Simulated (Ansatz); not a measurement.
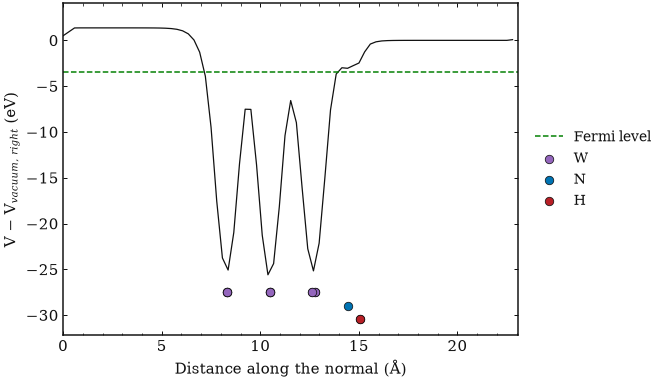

Plane-averaged electrostatic potential energy of an electron across the slab; circles at the bottom mark the heights of the atoms.

System: a (110) slab cut from W (Im-3m), of composition H2W12N (not the bulk's), ended by W planes, 15 atoms in the cell, the whole at its places in the relaxed adsorbed structure.

```xyz
15
Lattice="5.4722 0.0000 0.0000 -1.8241 5.1592 0.0000 0.0000 0.0000 23.0819" Properties=species:S:1:pos:R:3 pbc="T T T"
W     0.9120    1.2898    8.0000
W     0.0000    3.8694    8.0000
W     3.6481    1.2898    8.0000
W     2.7361    3.8694    8.0000
W     1.8055    2.5956   10.1790
W     2.7547   -0.0161   10.1789
W    -0.9272    2.5888   10.1837
W     0.0155   -0.0091   10.1836
W     2.7390    3.8711   12.4689
W     3.6534    1.2420   12.3119
W    -0.0032    3.8679   12.4687
W     0.9071    1.3381   12.3115
N     4.1040    3.8692   14.1548
H     4.0268    4.6972   14.7465
H     4.1812    3.0410   14.7463
```

Method: DFT PBE+D3(BJ), scalar-relativistic, plane waves, PAW, no spin polarisation, 4×4×1 k mesh, 420 eV cutoff, Gaussian smearing of 0.1 eV (Ansatz).

> What is the work function?

The work function is 3.44 eV at the right face and 4.80 eV at the left.

> How thick are slab and vacuum?

The outermost atoms are 6.7 Å apart, which leaves 16.3 Å of vacuum in a cell 23.1 Å high.

The electron count is odd and the run has no spin polarisation, so a magnetic state may lie lower. Spin-orbit coupling is left out, which matters for W.
